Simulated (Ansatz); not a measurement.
# Cobalt, beta-Sn type under PBEsol: structure, energy and stiffness, part 2 of 2

What does PBEsol give for cobalt in the beta-Sn type structure? We relax it, solve it on a dense k-mesh, then scale the cell to 7 volumes from 88 to 112 % of the relaxed one and try a fit of the equation of state. Spin polarisation is left out, though the real metal is magnetic, so this state lies above the ground state. The k-meshes are 15×15×10 for the relaxation; 31×31×21 for the dense run; 21×21×15 for the volumes.

Ansatz 0.2.0; DFT, PBEsol, plane waves (420 eV) with PAW, scalar-relativistic. Earlier steps stand in the parts before.

**4. At 88 % of the relaxed volume**

input.yaml reads:

```yaml
crystal:
  lattice:
    - [-2.6438362197, 2.3017343997, 1.1143692063]
    - [2.3017343997, -2.6438362197, 1.1143692063]
    - [1.9308363087, 1.9308363087, -1.7409293162]
  atoms:
    - { symbol: Co, position: [0.9889355944, 0.0110644056, 1.0] }
    - { symbol: Co, position: [0.7610644056, 0.2389355944, 0.5] }
hamiltonian:
  xc: pbesol
  pseudopotentials:
    kind: paw
    azcp:
      Co: "pseudopotentials/Co.paw.azcp"
basis:
  ecutwfc: 420
  fft_grid_basis: typed
kpoints:
  mp_grid: { grid: [21, 21, 15], shift: [0, 0, 0] }
magnetization:
  spin_polarized: false
scf:
  occupations: { method: fermi_dirac, width: 0.1 }
  lower_state_search: "off"
output:
  stress: true
```

What it wrote, cut to the lines that bear on the results:

```text
Warning: 4 symmetry operations that the atoms keep within the bar at which the run's group was sought (crystal.symmetry.tolerance 1.0e-5, or twice it) were not taken beside the 4 unitary ones that the detection took (of a slab, those that keep its plane). If the more symmetric cell is [...]
Warning: <dir> the record states the generating functional pbe (its physics header spells it `PBE`), which answers neither for hamiltonian.xc's functional nor for the pbesol family's — results may be inconsistent (PPs are generated against a specific XC)
Warning: RAYON_NUM_THREADS=2 ignored (pool sized by the plan → 2); use --threads N
[...]
Pseudopotentials: kind: paw
Pseudopotential: Co, paw, valence charge 17, recommended cutoff 420 eV (normal), <dir>
Functional definition: PBEsol
[...]
Crystal: 2 atoms, lattice volume = 18.337 Å³
Basis set: ecut = 420 eV, 343 PW (Γ)
Bands: 21, of which v1, the nominal top of the filled ones, is band 17 counted from 1 (16 counted from 0)
Symmetry: 4 space group operations
Space group: C2/c (ITA 15), of the structure as read, at distance tolerance 2.6e-5 Å
k-points: 1738 of 6615
[...]
SCF iter   1: F=—  HF=-10184.965470 eV  |F-HF|=—  |Δ(HF+E_count)|=         —  Δρ=3.61e-2  dr2=1.17e-1  ethr=1.77e-3  ⟨swp⟩=4.3  Hψ=134103  notcnv=0
[...]
SCF iter   7: F=-10184.937226 eV  HF=-10184.937226 eV  |F-HF|=1.48e-9  |Δ(HF+E_count)|=   5.16e-8  Δρ=9.30e-6  dr2=2.74e-9  ethr=2.94e-10  ⟨swp⟩=4.0  Hψ=134635  notcnv=0
[...]
SCF converged after 7 iterations
Free energy (F): -10184.937226 eV
[...]
E sigma→0 (E₀):  -10184.878617 eV
Entropy (-TS):   -0.117218 eV (-58.609 meV/atom)
Fermi energy:    22.672900 eV
[...]
--- Stress (GPa, compression-positive) ---
       46.597003      -0.339709       0.832749
       -0.339709      46.597003       0.832749
        0.832749       0.832749      41.066603
  P = ⅓ Tr σ = 44.7535 GPa (447.535 kbar)
```

Wall time 23 s (2 threads of Arm Neoverse V1, shared host); peak memory 0.81 GiB.

**5. At 92 % of the relaxed volume**

input.yaml: that of step 4 with these lines changed.

```diff
@@ -2,5 +2,5 @@
   lattice:
-    - [-2.6438362197, 2.3017343997, 1.1143692063]
-    - [2.3017343997, -2.6438362197, 1.1143692063]
-    - [1.9308363087, 1.9308363087, -1.7409293162]
+    - [-2.6833022802, 2.3360937101, 1.131004035]
+    - [2.3360937101, -2.6833022802, 1.131004035]
+    - [1.9596590104, 1.9596590104, -1.7669171672]
   atoms:
```

What it wrote, cut to the lines that bear on the results:

```text
Warning: 4 symmetry operations that the atoms keep within the bar at which the run's group was sought (crystal.symmetry.tolerance 1.0e-5, or twice it) were not taken beside the 4 unitary ones that the detection took (of a slab, those that keep its plane). If the more symmetric cell is [...]
Warning: <dir> the record states the generating functional pbe (its physics header spells it `PBE`), which answers neither for hamiltonian.xc's functional nor for the pbesol family's — results may be inconsistent (PPs are generated against a specific XC)
Warning: RAYON_NUM_THREADS=2 ignored (pool sized by the plan → 2); use --threads N
[...]
[... 3 set-up lines as earlier in the session ...]
[...]
Crystal: 2 atoms, lattice volume = 19.170 Å³
Basis set: ecut = 420 eV, 375 PW (Γ)
Bands: 21, of which v1, the nominal top of the filled ones, is band 17 counted from 1 (16 counted from 0)
[... 1 set-up line as earlier in the session ...]
Space group: C2/c (ITA 15), of the structure as read, at distance tolerance 2.7e-5 Å
k-points: 1738 of 6615
[...]
SCF iter   1: F=—  HF=-10185.144363 eV  |F-HF|=—  |Δ(HF+E_count)|=         —  Δρ=3.33e-2  dr2=1.05e-1  ethr=1.77e-3  ⟨swp⟩=4.3  Hψ=133981  notcnv=0
[...]
SCF iter   7: F=-10185.120211 eV  HF=-10185.120211 eV  |F-HF|=2.47e-9  |Δ(HF+E_count)|=   7.24e-8  Δρ=1.03e-5  dr2=3.74e-9  ethr=2.94e-10  ⟨swp⟩=4.0  Hψ=135348  notcnv=0
[...]
SCF converged after 7 iterations
Free energy (F): -10185.120211 eV
[...]
E sigma→0 (E₀):  -10185.057409 eV
Entropy (-TS):   -0.125604 eV (-62.802 meV/atom)
Fermi energy:    21.480072 eV
[...]
--- Stress (GPa, compression-positive) ---
       27.408726      -0.186911       0.496861
       -0.186911      27.408726       0.496861
        0.496861       0.496861      24.115071
  P = ⅓ Tr σ = 26.3108 GPa (263.108 kbar)
```

Wall time 24 s (2 threads of Arm Neoverse V1, shared host); peak memory 0.83 GiB.

**6. At 96 % of the relaxed volume**

input.yaml: that of step 5 with these lines changed.

```diff
@@ -2,5 +2,5 @@
   lattice:
-    - [-2.6833022802, 2.3360937101, 1.131004035]
-    - [2.3360937101, -2.6833022802, 1.131004035]
-    - [1.9596590104, 1.9596590104, -1.7669171672]
+    - [-2.7216403496, 2.3694709868, 1.1471634187]
+    - [2.3694709868, -2.7216403496, 1.1471634187]
+    - [1.9876579219, 1.9876579219, -1.7921622518]
   atoms:
```

What it wrote, cut to the lines that bear on the results:

```text
Warning: 4 symmetry operations that the atoms keep within the bar at which the run's group was sought (crystal.symmetry.tolerance 1.0e-5, or twice it) were not taken beside the 4 unitary ones that the detection took (of a slab, those that keep its plane). If the more symmetric cell is [...]
Warning: <dir> the record states the generating functional pbe (its physics header spells it `PBE`), which answers neither for hamiltonian.xc's functional nor for the pbesol family's — results may be inconsistent (PPs are generated against a specific XC)
Warning: RAYON_NUM_THREADS=2 ignored (pool sized by the plan → 2); use --threads N
[...]
[... 3 set-up lines as earlier in the session ...]
[...]
Crystal: 2 atoms, lattice volume = 20.004 Å³
Basis set: ecut = 420 eV, 393 PW (Γ)
Bands: 21, of which v1, the nominal top of the filled ones, is band 17 counted from 1 (16 counted from 0)
[... 2 set-up lines as earlier in the session ...]
k-points: 1738 of 6615
[...]
SCF iter   1: F=—  HF=-10185.238321 eV  |F-HF|=—  |Δ(HF+E_count)|=         —  Δρ=3.09e-2  dr2=9.52e-2  ethr=1.77e-3  ⟨swp⟩=4.3  Hψ=133887  notcnv=0
[...]
SCF iter   7: F=-10185.217496 eV  HF=-10185.217496 eV  |F-HF|=2.02e-9  |Δ(HF+E_count)|=   9.41e-8  Δρ=8.81e-6  dr2=2.74e-9  ethr=2.94e-10  ⟨swp⟩=4.4  Hψ=138980  notcnv=0
[...]
SCF converged after 7 iterations
Free energy (F): -10185.217496 eV
[...]
E sigma→0 (E₀):  -10185.150418 eV
Entropy (-TS):   -0.134155 eV (-67.078 meV/atom)
Fermi energy:    20.385066 eV
[...]
--- Stress (GPa, compression-positive) ---
       12.153758      -0.065118       0.227596
       -0.065118      12.153758       0.227596
        0.227596       0.227596      10.653583
  P = ⅓ Tr σ = 11.6537 GPa (116.537 kbar)
```

Wall time 26 s (2 threads of Arm Neoverse V1, shared host); peak memory 0.83 GiB.

**7. At 100 % of the relaxed volume**

input.yaml: that of step 6 with these lines changed.

```diff
@@ -2,5 +2,5 @@
   lattice:
-    - [-2.7216403496, 2.3694709868, 1.1471634187]
-    - [2.3694709868, -2.7216403496, 1.1471634187]
-    - [1.9876579219, 1.9876579219, -1.7921622518]
+    - [-2.7589277276, 2.4019335274, 1.1628799391]
+    - [2.4019335274, -2.7589277276, 1.1628799391]
+    - [2.0148894965, 2.0148894965, -1.8167154707]
   atoms:
```

What it wrote, cut to the lines that bear on the results:

```text
Warning: 4 symmetry operations that the atoms keep within the bar at which the run's group was sought (crystal.symmetry.tolerance 1.0e-5, or twice it) were not taken beside the 4 unitary ones that the detection took (of a slab, those that keep its plane). If the more symmetric cell is [...]
Warning: <dir> the record states the generating functional pbe (its physics header spells it `PBE`), which answers neither for hamiltonian.xc's functional nor for the pbesol family's — results may be inconsistent (PPs are generated against a specific XC)
Warning: RAYON_NUM_THREADS=2 ignored (pool sized by the plan → 2); use --threads N
[...]
[... 3 set-up lines as earlier in the session ...]
[...]
Crystal: 2 atoms, lattice volume = 20.837 Å³
Basis set: ecut = 420 eV, 415 PW (Γ)
Bands: 21, of which v1, the nominal top of the filled ones, is band 17 counted from 1 (16 counted from 0)
[... 2 set-up lines as earlier in the session ...]
k-points: 1738 of 6615
[...]
SCF iter   1: F=—  HF=-10185.264873 eV  |F-HF|=—  |Δ(HF+E_count)|=         —  Δρ=2.90e-2  dr2=8.71e-2  ethr=1.77e-3  ⟨swp⟩=4.2  Hψ=133716  notcnv=0
[...]
SCF iter   7: F=-10185.246617 eV  HF=-10185.246617 eV  |F-HF|=1.65e-9  |Δ(HF+E_count)|=   1.39e-7  Δρ=7.68e-6  dr2=2.34e-9  ethr=2.94e-10  ⟨swp⟩=3.2  Hψ=155156  notcnv=0
[...]
SCF converged after 7 iterations
Free energy (F): -10185.246617 eV
[...]
E sigma→0 (E₀):  -10185.175198 eV
Entropy (-TS):   -0.142838 eV (-71.419 meV/atom)
Fermi energy:    19.376613 eV
[...]
--- Stress (GPa, compression-positive) ---
        0.012525       0.032230       0.011655
        0.032230       0.012525       0.011655
        0.011655       0.011655      -0.049018
  P = ⅓ Tr σ = -0.0080 GPa (-0.080 kbar)
```

Run time: 29 s. Hardware: 2 threads of Arm Neoverse V1, shared host; peak memory 0.85 GiB.

**8. At 104 % of the relaxed volume**

input.yaml: that of step 7 with these lines changed.

```diff
@@ -2,5 +2,5 @@
   lattice:
-    - [-2.7589277276, 2.4019335274, 1.1628799391]
-    - [2.4019335274, -2.7589277276, 1.1628799391]
-    - [2.0148894965, 2.0148894965, -1.8167154707]
+    - [-2.7952335717, 2.4335415406, 1.1781827458]
+    - [2.4335415406, -2.7952335717, 1.1781827458]
+    - [2.0414042411, 2.0414042411, -1.8406223632]
   atoms:
```

What it wrote, cut to the lines that bear on the results:

```text
Warning: 4 symmetry operations that the atoms keep within the bar at which the run's group was sought (crystal.symmetry.tolerance 1.0e-5, or twice it) were not taken beside the 4 unitary ones that the detection took (of a slab, those that keep its plane). If the more symmetric cell is [...]
Warning: <dir> the record states the generating functional pbe (its physics header spells it `PBE`), which answers neither for hamiltonian.xc's functional nor for the pbesol family's — results may be inconsistent (PPs are generated against a specific XC)
Warning: RAYON_NUM_THREADS=2 ignored (pool sized by the plan → 2); use --threads N
[...]
[... 3 set-up lines as earlier in the session ...]
[...]
Crystal: 2 atoms, lattice volume = 21.671 Å³
Basis set: ecut = 420 eV, 421 PW (Γ)
Bands: 21, of which v1, the nominal top of the filled ones, is band 17 counted from 1 (16 counted from 0)
[... 2 set-up lines as earlier in the session ...]
k-points: 1738 of 6615
[...]
SCF iter   1: F=—  HF=-10185.237833 eV  |F-HF|=—  |Δ(HF+E_count)|=         —  Δρ=2.74e-2  dr2=8.09e-2  ethr=1.77e-3  ⟨swp⟩=4.2  Hψ=133595  notcnv=0
[...]
SCF iter   7: F=-10185.221511 eV  HF=-10185.221511 eV  |F-HF|=2.96e-9  |Δ(HF+E_count)|=   2.00e-7  Δρ=8.37e-6  dr2=3.76e-9  ethr=2.94e-10  ⟨swp⟩=3.0  Hψ=154982  notcnv=0
[...]
SCF converged after 7 iterations
Free energy (F): -10185.221511 eV
[...]
E sigma→0 (E₀):  -10185.145701 eV
Entropy (-TS):   -0.151621 eV (-75.810 meV/atom)
Fermi energy:    18.445127 eV
[...]
--- Stress (GPa, compression-positive) ---
       -9.648624       0.110012      -0.161782
        0.110012      -9.648624      -0.161782
       -0.161782      -0.161782      -8.554515
  P = ⅓ Tr σ = -9.2839 GPa (-92.839 kbar)
```

It took 32 s on 2 threads of Arm Neoverse V1, shared host; peak memory 0.86 GiB.

**9. At 108 % of the relaxed volume**

input.yaml: that of step 8 with these lines changed.

```diff
@@ -2,5 +2,5 @@
   lattice:
-    - [-2.7952335717, 2.4335415406, 1.1781827458]
-    - [2.4335415406, -2.7952335717, 1.1781827458]
-    - [2.0414042411, 2.0414042411, -1.8406223632]
+    - [-2.8306200317, 2.4643491344, 1.1930980348]
+    - [2.4643491344, -2.8306200317, 1.1930980348]
+    - [2.0672475446, 2.0672475446, -1.8639238541]
   atoms:
```

What it wrote, cut to the lines that bear on the results:

```text
Warning: 4 symmetry operations that the atoms keep within the bar at which the run's group was sought (crystal.symmetry.tolerance 1.0e-5, or twice it) were not taken beside the 4 unitary ones that the detection took (of a slab, those that keep its plane). If the more symmetric cell is [...]
Warning: <dir> the record states the generating functional pbe (its physics header spells it `PBE`), which answers neither for hamiltonian.xc's functional nor for the pbesol family's — results may be inconsistent (PPs are generated against a specific XC)
Warning: RAYON_NUM_THREADS=2 ignored (pool sized by the plan → 2); use --threads N
[...]
[... 3 set-up lines as earlier in the session ...]
[...]
Crystal: 2 atoms, lattice volume = 22.504 Å³
Basis set: ecut = 420 eV, 429 PW (Γ)
Bands: 21, of which v1, the nominal top of the filled ones, is band 17 counted from 1 (16 counted from 0)
[... 2 set-up lines as earlier in the session ...]
k-points: 1738 of 6615
[...]
SCF iter   1: F=—  HF=-10185.168248 eV  |F-HF|=—  |Δ(HF+E_count)|=         —  Δρ=2.61e-2  dr2=7.67e-2  ethr=1.77e-3  ⟨swp⟩=4.2  Hψ=133600  notcnv=0
[...]
SCF iter   7: F=-10185.153297 eV  HF=-10185.153297 eV  |F-HF|=4.01e-9  |Δ(HF+E_count)|=   1.41e-7  Δρ=8.75e-6  dr2=4.85e-9  ethr=2.94e-10  ⟨swp⟩=3.0  Hψ=154421  notcnv=0
[...]
SCF converged after 7 iterations
Free energy (F): -10185.153297 eV
[...]
E sigma→0 (E₀):  -10185.073060 eV
Entropy (-TS):   -0.160473 eV (-80.236 meV/atom)
Fermi energy:    17.582332 eV
[...]
--- Stress (GPa, compression-positive) ---
      -17.324532       0.171952      -0.300983
        0.171952     -17.324532      -0.300983
       -0.300983      -0.300983     -15.302438
  P = ⅓ Tr σ = -16.6505 GPa (-166.505 kbar)
```

Wall time 33 s (2 threads of Arm Neoverse V1, shared host); peak memory 0.88 GiB.

**10. At 112 % of the relaxed volume**

input.yaml: that of step 9 with these lines changed.

```diff
@@ -2,5 +2,5 @@
   lattice:
-    - [-2.8306200317, 2.4643491344, 1.1930980348]
-    - [2.4643491344, -2.8306200317, 1.1930980348]
-    - [2.0672475446, 2.0672475446, -1.8639238541]
+    - [-2.8651431906, 2.4944051348, 1.2076494449]
+    - [2.4944051348, -2.8651431906, 1.2076494449]
+    - [2.0924603653, 2.0924603653, -1.8866568732]
   atoms:
```

What it wrote, cut to the lines that bear on the results:

```text
Warning: 4 symmetry operations that the atoms keep within the bar at which the run's group was sought (crystal.symmetry.tolerance 1.0e-5, or twice it) were not taken beside the 4 unitary ones that the detection took (of a slab, those that keep its plane). If the more symmetric cell is [...]
Warning: <dir> the record states the generating functional pbe (its physics header spells it `PBE`), which answers neither for hamiltonian.xc's functional nor for the pbesol family's — results may be inconsistent (PPs are generated against a specific XC)
Warning: RAYON_NUM_THREADS=2 ignored (pool sized by the plan → 2); use --threads N
[...]
[... 3 set-up lines as earlier in the session ...]
[...]
Crystal: 2 atoms, lattice volume = 23.338 Å³
Basis set: ecut = 420 eV, 449 PW (Γ)
Bands: 21, of which v1, the nominal top of the filled ones, is band 17 counted from 1 (16 counted from 0)
[... 1 set-up line as earlier in the session ...]
Space group: C2/c (ITA 15), of the structure as read, at distance tolerance 2.9e-5 Å
k-points: 1738 of 6615
[...]
SCF iter   1: F=—  HF=-10185.064897 eV  |F-HF|=—  |Δ(HF+E_count)|=         —  Δρ=2.52e-2  dr2=7.39e-2  ethr=1.77e-3  ⟨swp⟩=4.2  Hψ=133583  notcnv=0
[...]
SCF iter   7: F=-10185.050895 eV  HF=-10185.050895 eV  |F-HF|=4.38e-9  |Δ(HF+E_count)|=   8.38e-8  Δρ=8.57e-6  dr2=5.32e-9  ethr=2.94e-10  ⟨swp⟩=3.0  Hψ=152973  notcnv=0
[...]
SCF converged after 7 iterations
Free energy (F): -10185.050895 eV
[...]
E sigma→0 (E₀):  -10184.966211 eV
Entropy (-TS):   -0.169368 eV (-84.684 meV/atom)
Fermi energy:    16.781107 eV
[...]
--- Stress (GPa, compression-positive) ---
      -23.404163       0.221365      -0.412559
        0.221365     -23.404163      -0.412559
       -0.412559      -0.412559     -20.638711
  P = ⅓ Tr σ = -22.4823 GPa (-224.823 kbar)
```

It took 34 s on 2 threads of Arm Neoverse V1, shared host; peak memory 0.91 GiB.

**11. Energy and pressure against volume**

All volumes keep the relaxed shape and fractional coordinates.

```csv
V (Å³/atom),E − E₀ (meV/atom),P from the stress (GPa),P from the fit (GPa)
9.168,148.4,44.75,44.00
9.585,59.0,26.31,25.48
10.002,12.5,11.65,10.81
10.419,0.1,-0.01,-0.85
10.835,14.8,-9.28,-10.12
11.252,51.1,-16.65,-17.51
11.669,104.6,-22.48,-23.38
```

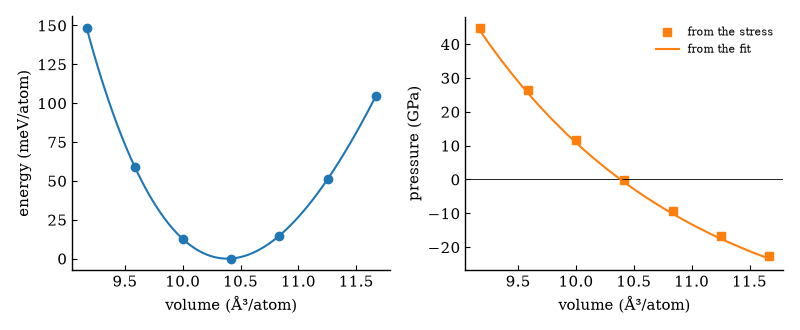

Energy and pressure against volume; the lines are the Birch-Murnaghan fit.

A third-order Birch-Murnaghan fit gives V₀ = 10.385 Å³/atom, B₀ = 263 GPa and B₀′ = 4.7; it misses no point by more than 0.03 meV/atom.

Fit and stress differ a little: one follows E(σ → 0), the other the smeared free energy.

**12. Summary of results**

The summary covers parts 1 to 2.

```
                      quantity                                  value
space group (spins left aside)                          Cmcm (No. 63)
             conventional cell  a = 2.380 Å, b = 7.299 Å, c = 2.399 Å
                        volume                         10.419 Å³/atom
             shortest distance                                2.320 Å
               gap on the mesh           none (levels filled in part)
relative to hcp, ferromagnetic                          +405 meV/atom
                   V₀, B₀, B₀′           10.385 Å³/atom, 263 GPa, 4.7
```

**Reading.** The relaxation shrank the cell by 10.4 % in volume. The cell has left its prototype: it ends as Cmcm. What follows belongs to that structure, not to the type named at the start. The mesh has less symmetry than the lattice, which may have let the distortion in. Against the reference form of cobalt (hcp, ferromagnetic, computed apart with the same settings) it stands 405 meV/atom higher; part of this is magnetic energy, as this run has no moments. No gap shows: it is a metal or semimetal at this level. The fitted modulus is 263 GPa; letting shape and positions relax at each volume could only lower it.
